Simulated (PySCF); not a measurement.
**C6H4O2, SMILES `O=C1C=CC(=O)C=C1`: what the electrons do**

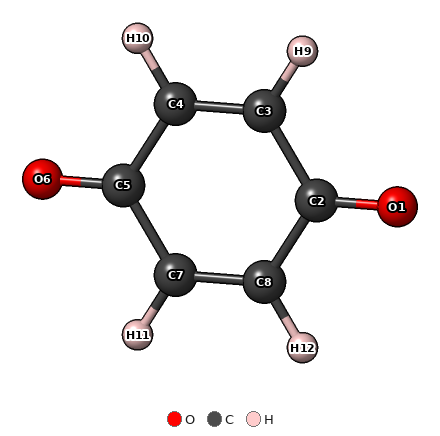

The molecule, with its atoms numbered as below. No frequency check shows the geometry to be a minimum.

Cartesian coordinates (Å):

```
O1       2.6682    0.0000    0.0000
C2       1.4541   -0.0000    0.0000
C3       0.6673    1.2495    0.0000
C4      -0.6673    1.2495    0.0000
C5      -1.4541   -0.0000    0.0000
O6      -2.6682    0.0000    0.0000
C7      -0.6673   -1.2495    0.0000
C8       0.6673   -1.2495    0.0000
H9       1.2407    2.1662    0.0000
H10     -1.2407    2.1662    0.0000
H11     -1.2407   -2.1662    0.0000
H12      1.2407   -2.1662    0.0000
```

### 1. In an electric field

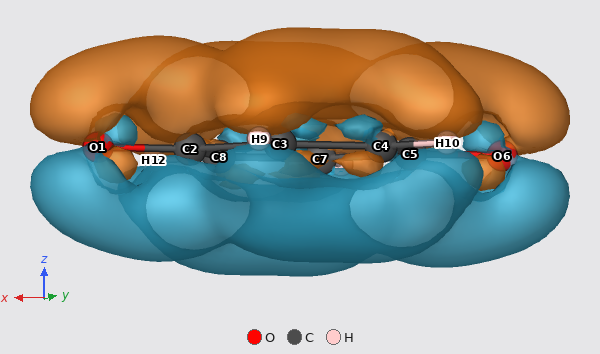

Change of the electron density in a uniform field of 0.41 V/Å, surfaces at ±0.0015 e/Å³ (light blue: gain, orange: loss).

Method: ωB97X/6-311G**; geometry: GFN2-xTB; program: PySCF. A basis without diffuse functions makes polarisabilities too small.

Along which Cartesian direction does the field point?

Answer. Along +z: electrons gather on the −z side, against the field.

How large is the response?

Answer. The induced dipole is 0.60 D (along the field); α along this axis, from the fields in both directions, is 30 bohr³ (4.4 Å³).

Which atoms gain and lose the most charge?

Answer. Hardly any: no atom's Hirshfeld charge changes by as much as 0.002 e. The density shifts from one side of each atom to the other; 0.077 electrons are displaced in all.

### 2. Removing or adding an electron

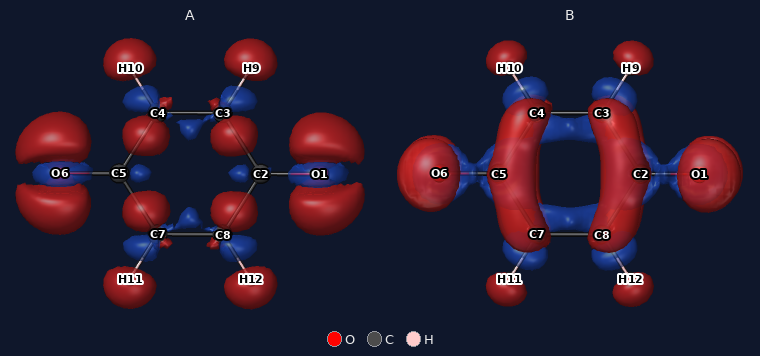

The two Fukui functions at ±0.02 e/Å³ (red positive, blue negative).

Level of theory: B3LYP/6-311G** (PySCF), at a geometry from GFN2-xTB.

Which panel is f⁻ (electron removed) and which f⁺ (electron added)?

Answer. A is f⁻, B is f⁺. f⁻ (Hirshfeld-condensed) is largest on O1 and O6 (0.20 each); the vertical ionisation energy is 9.84 eV (the stability of the cation's solution wasn't checked). f⁺ (Hirshfeld-condensed) is largest on O1 and O6 (0.15 each) and C2 and C5 (0.09 each); the vertical electron affinity is 1.62 eV (the stability of the anion's solution wasn't checked; the anion's highest orbital has positive energy, so this value and f⁺ depend on the basis).

What chemical potential and hardness follow from the two energies?

Answer. μ = −(I + A)/2 = −5.73 eV and η = I − A = 8.22 eV.

### 3. Localised orbitals

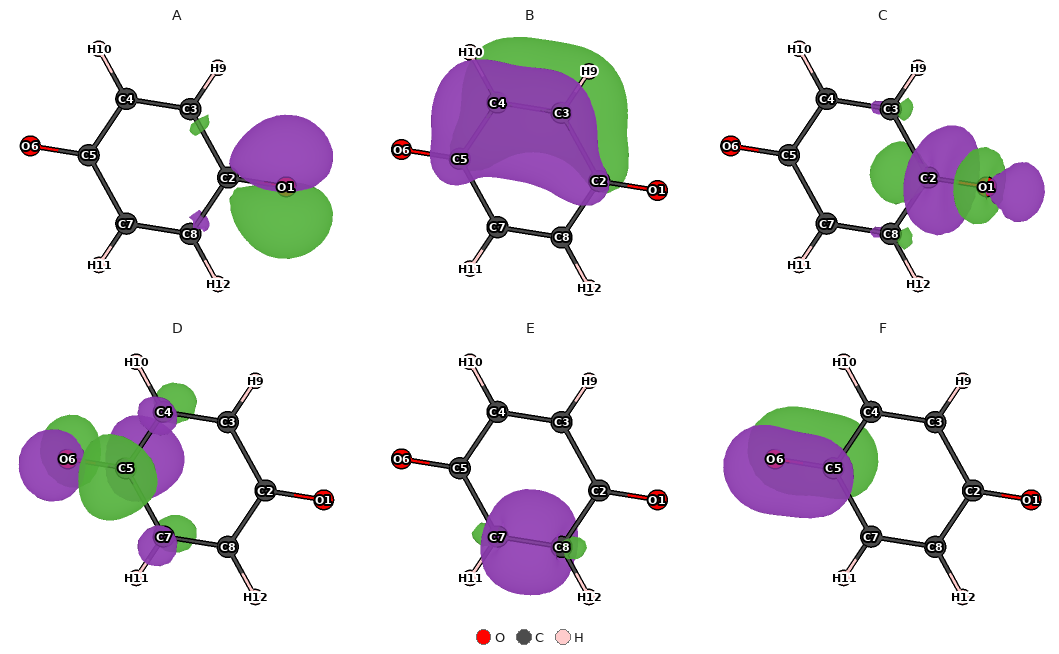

Intrinsic bond orbitals (IBO), occupied and valence-virtual; each surface holds about 85 % of the orbital's density. Energies are diagonal elements of the Fock matrix.

PySCF calculation, BLYP/def2-SVPD, gas phase; geometry: GFN2-xTB.

Identify each orbital.

Answer. By panel:
- A: lone pair on O1 (p-type) (O1 94 %; −7.4 eV)
- B: π bond C4–C3 (C4 45 %, C3 45 %, C5 4 %; −8.6 eV)
- C: σ* orbital C2–O1 (C2 61 %, O1 38 %; 12.9 eV)
- D: π* orbital C5–O6 (C5 58 %, O6 32 %, C7 3 %; −0.7 eV)
- E: σ bond C7–C8 (C7 50 %, C8 50 %; −16.5 eV)
- F: π bond O6–C5 (O6 63 %, C5 32 %; −9.9 eV)

Which has the smallest and which the largest spatial spread?

Answer. Smallest: E (0.73 Å); largest: B (1.28 Å).

The PySCF runs shown took 33 s, 59 s and 23 s on 1 thread of Intel(R) Xeon(R) 6975P-C (Granite Rapids), on a shared host.
